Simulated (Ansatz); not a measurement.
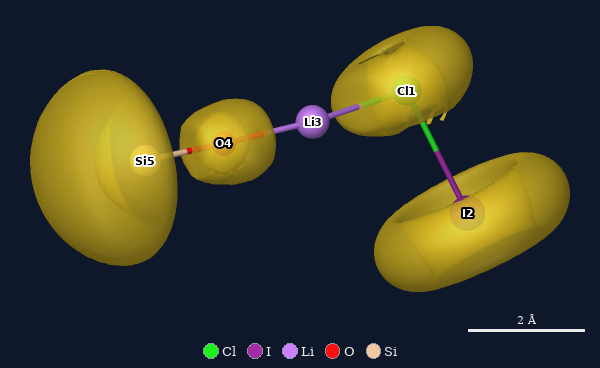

The picture shows: ClILiOSi (charge +1). Isosurface of the electron localisation function at 0.8 (yellow), seen at a tilt. Only the valence region is drawn (cores and ρ < 0.01 e/Å³ removed).

Geometry: PBE0-D3(BJ)/def2-SVP; core potentials replace the inner electrons of I.

Computed with isolated molecule in a Gaussian basis; Kohn-Sham density functional theory, functional PBE0 (Ansatz 0.2.0).

```tsv
atom	x (Å)	y (Å)	z (Å)
Cl	0.4975	1.8389	-0.8493
I	0.4190	0.7760	-2.9884
Li	0.2257	0.0228	0.6293
O	-0.4546	-1.1530	1.7733
Si	-1.0617	-2.1461	2.7877
```

What do the ELF domains correspond to?

Answer. The surface consists of one lobe on Si, pointing away from the bonds (lone pairs), one region wrapped around Cl (its valence shell), one region wrapped around I (its valence shell) and one region wrapped around O (its valence shell).

Values along the shortest contacts:
Si–O (1.54 Å): the ELF peaks at about 0.85 between the atoms (a polar covalent bond). Li–O (1.78 Å): the ELF peaks at about 0.90 in the valence shell of O, 0.6 Å from its nucleus, and falls to about 0.15 next to Li; a closed-shell, largely ionic contact.
